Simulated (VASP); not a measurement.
Band structure of CsBr (CsCl type). Computed with PW91 GGA, VASP's PBE PAW potentials (set 64) (plane waves; VASP).

Unless said otherwise, spin-orbit coupling is left out, though it shifts the bands of the heavy elements here.

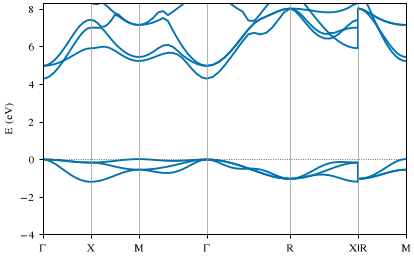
*Bands along high-symmetry lines, zero at the valence-band maximum or, without a gap, the Fermi level*

### Question
Read the plot: is there a gap, and where are the band edges?

### Answer
The gap is indirect, 4.28 eV, from the valence maximum at M to the conduction minimum at Γ. (Edges off the drawn lines would not show.)

Measured: gap 7.30 eV (computed value off by -3.02 eV), as given by Aguado et al., (1998), arXiv:cond-mat/9809176.

The compound is CsBr in the CsCl type structure. It was relaxed first, which changed the volume by +6 %.
